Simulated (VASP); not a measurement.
Band structure of Se (trig). Level of theory: TPSS meta-GGA, VASP's PBE PAW potentials (set 64) (plane waves; VASP 6.6.1).

The path is coarsely sampled, so an indirect gap can come out somewhat too large. Without a dispersion term in the relaxation, distances and binding between the weakly bound layers, chains or molecules are unreliable, and so is what depends on them.

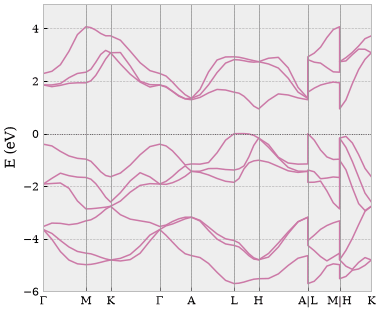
*Bands along high-symmetry lines, zero at the valence-band maximum or, without a gap, the Fermi level*

### Question
Read the plot: is there a gap, and where are the band edges?

### Answer
The gap is indirect, 0.94 eV, from the valence maximum at L-H at 0.40 to the conduction minimum at H.

The compound is Se in the trig structure. It was relaxed first.
